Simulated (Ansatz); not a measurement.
In doubt: masses and optical values from hybrid runs of this build are listed as unsure (in some of the runs), which bears on the screening that GW takes from such a start.

Consider KSrBiWO6 (F-43m).

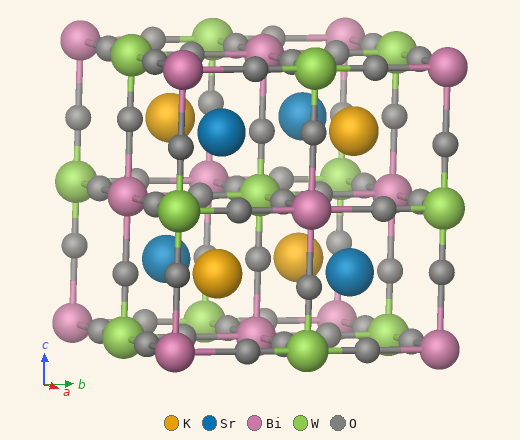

The structure (potassium orange, strontium blue, bismuth pink, tungsten green, oxygen grey). Some periodic images of atoms are drawn too.

It takes space group F-43m (No. 216, cubic). The conventional cell has a = 8.545 Å, b = 8.545 Å, c = 8.545 Å, α = 90.00°, β = 90.00°, γ = 90.00°. Nearest to K lie 12 O at 3.03 Å. Nearest to Sr lie 12 O at 3.03 Å. Bi has 6 O at 2.34 Å nearest. Nearest to W lie 6 O at 1.94 Å. Nearest to O lie 1 W at 1.94 Å and 1 Bi at 2.34 Å and 2 K at 3.03 Å and 2 Sr at 3.03 Å. Farther neighbours and most contacts between anions are not listed.

```
K Sr Bi W O
1.0
     0.00000    4.27242    4.27242
     4.27242    0.00000    4.27242
     4.27242    4.27242    0.00000
K Sr Bi W O
1 1 1 1 6
Cartesian
  2.1362 2.1362 2.1362
  6.4086 6.4086 6.4086
  0.0000 0.0000 0.0000
  4.2724 4.2724 4.2724
  2.3372 4.2724 4.2724
  6.2076 4.2724 4.2724
  4.2724 4.2724 6.2076
  4.2724 4.2724 2.3372
  4.2724 2.3372 4.2724
  4.2724 6.2076 4.2724
```

The cell is the Materials Project's (PBE, PBE+U or r2SCAN) relaxed one; the ions were relaxed with PBE or PBE+U in the database cell. Spin-orbit coupling is left out unless a run names it.

Gaps computed with Ansatz 0.2.0 without a self-energy: HSE06 2.96 eV, r2SCAN 2.24 eV and PBE0 3.67 eV.

Estimate the G0W0@HSE06 gap with 4×4×4 mesh, 855 empty bands, screening to 180 eV, PAW set soft_1 files.

About 3.37 eV: on its mesh the run moves the gap from 2.96 eV by +0.41 eV. Among the scalar-relativistic levels given, PBE0 is nearest (+0.30 eV). Bands and cutoff are finite, so the gap is not at the basis limit. The miss can reach some tenths of an eV and take either sign; the mesh is an error of its own. Where an edge is built on 6p states of lead, bismuth or thallium, scalar-relativistic gaps usually stand too wide, by a few tenths to over one eV. The many-body steps are scalar-relativistic: spin-orbit coupling is not in them.

[Paths, hosts, dates, memory and timing lines, banners, echoed tables and standing remarks are left out of the program output.]

[Logs are printed without paths, hosts, clocks, repeated set-up lines and the standing remarks that a program may print on its own settings, such as how far it seeks lower states.]

[Runs of the session that timed out or met a known fault of the program may be left out.]

[Cells called generated may have been cut or substituted from an entry of the Crystallography Open Database or the Materials Project.]

[Hosts, paths, dates, database ids (printed as entryN), source tags and the programs' standing remarks are cut or masked in the printed files.]
